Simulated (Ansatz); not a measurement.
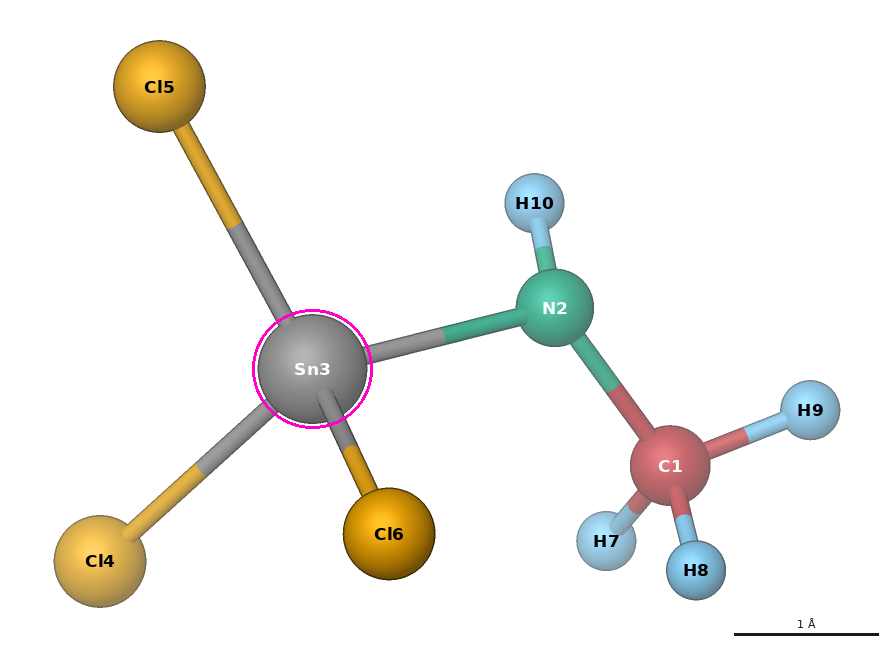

Orthographic view. Distant atoms are faded towards the background colour. The geometry was computed by an optimisation with PBE0-D4/def2-TZVP.

> Name the neighbours of the circled atom.

The circled atom is Sn3; it is bonded to N2, Cl4, Cl5, Cl6.

> Which atom is nearest the viewer?

Cl6, 2.7 Å in front of the mean position.

> Of C1 and H8, which is nearer the viewer?

H8; the bond to C1 points away from the viewer, so it looks shorter than its 1.09 Å.

> What is the shortest path along bonds from the circled atom to H7?

Sn3–N2–C1–H7, 3 bonds; through space the two are 3.33 Å apart.
